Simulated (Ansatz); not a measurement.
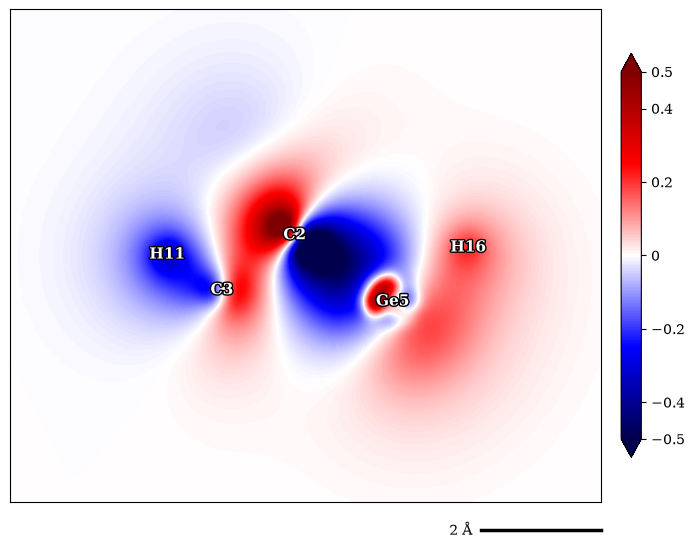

Figure 1: C4H12Ge (SMILES C[C](C)(C)[GeH3]). The HOMO on the plane of atoms C3, C2 and Ge5 (values in Å⁻³ᐟ²; the overall sign is arbitrary).

Geometry: PBE0-D4/def2-TZVP.

These are results of RKS PBE0-D4/def2-TZVPP in Ansatz, not measurements.

```xyz
17

C    -0.7402    0.3990   -1.3291
C     0.0630   -0.0423   -0.1108
C     1.4551    0.5779   -0.1515
C     0.1704   -1.5628   -0.0798
Ge   -0.8653    0.5697    1.5266
H    -0.8371    1.4870   -1.3804
H    -0.2414    0.0691   -2.2488
H    -1.7465   -0.0291   -1.3299
H     2.0580    0.2816    0.7114
H     1.4134    1.6704   -0.1740
H     1.9872    0.2500   -1.0531
H    -0.8132   -2.0397   -0.0491
H     0.7414   -1.9128    0.7847
H     0.6829   -1.9226   -0.9805
H    -0.9897    2.1063    1.5268
H    -2.2794   -0.0401    1.5980
H    -0.0777    0.1380    2.7797
```

Q: Describe this orbital and give its energy.

A: Its weight (Hirshfeld) is mainly on C2 (about 30 %), Ge5 (about 25 %), C3 (about 5 %), C1 (about 5 %) and C4 (about 5 %). Its energy is −7.68 eV.
